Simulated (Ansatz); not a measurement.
The relaxed structure here is a generated cell of Ti3Al: the first start was made by a random draw of sites in a space group, and the end was not matched to a known phase here, so it may be hypothetical. Known forms of Ti3Al include space group No. 194.

The end point of a relaxation of Ti₃Al. Space group P4/mmm (No. 123). These are PBE (plane waves to 420 eV, PAW, scalar-relativistic; Ansatz, a program for electronic structure) values and carry that method's errors.

```cif
data_AlTi3
_chemical_formula_sum 'Al1 Ti3'
_space_group_name_H-M_alt 'P 1'
_space_group_IT_number 1
_cell_length_a 4.71400
_cell_length_b 4.71400
_cell_length_c 3.02728
_cell_angle_alpha 90.000
_cell_angle_beta 90.000
_cell_angle_gamma 90.000
loop_
_space_group_symop_operation_xyz
  'x, y, z'
loop_
_atom_site_label
_atom_site_type_symbol
_atom_site_fract_x
_atom_site_fract_y
_atom_site_fract_z
_atom_site_occupancy
Al1 Al 0.00000 0.00000 0.50000 1
Ti1 Ti 0.50000 0.50000 0.50000 1
Ti2 Ti 0.50000 0.00000 0.00000 1
Ti3 Ti 0.00000 0.50000 0.00000 1
```

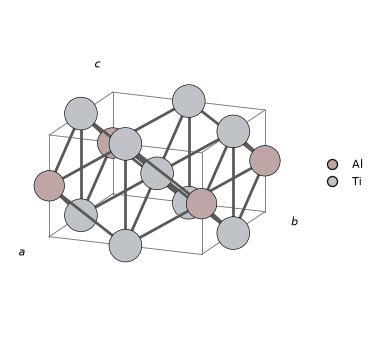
*The conventional cell of the relaxed structure*

| Property | Result |
|---|---|
| Volume per atom | 16.82 Å³ |
| Band gap | no gap (metallic) |
| Shortest distances | Al–Ti 2.80 Å; Ti–Ti 2.80 Å; Al–Al 3.03 Å |
| k-mesh | 10×10×15 |

Band energies at high-symmetry points (eV from the Fermi level; labels of this space group; no spin-orbit coupling), from −5 eV up to 1.0 eV:

| point | energies |
|---|---|
| Γ | -3.16 -1.96 -1.75 -1.49 -0.87 -0.87 0.51 0.51 |
| X | -4.78 -2.16 -1.89 -0.93 -0.37 -0.22 0.64 0.71 |
| M | -3.83 -3.83 -2.50 -0.20 -0.20 0.46 0.72 0.72 |
| Z | -3.86 -3.81 -1.75 -1.75 -1.01 -0.18 -0.18 0.09 0.47 0.72 0.72 |
| R | -3.75 -3.06 -2.27 -1.73 -1.01 -0.75 -0.72 -0.24 -0.13 0.73 0.89 |
| A | -4.33 -2.11 -2.07 -2.07 -1.66 -0.74 -0.03 -0.03 0.45 0.45 0.79 |

No spin polarisation in the result.

The run could not lose the symmetry of its start, so the end can be a saddle point.
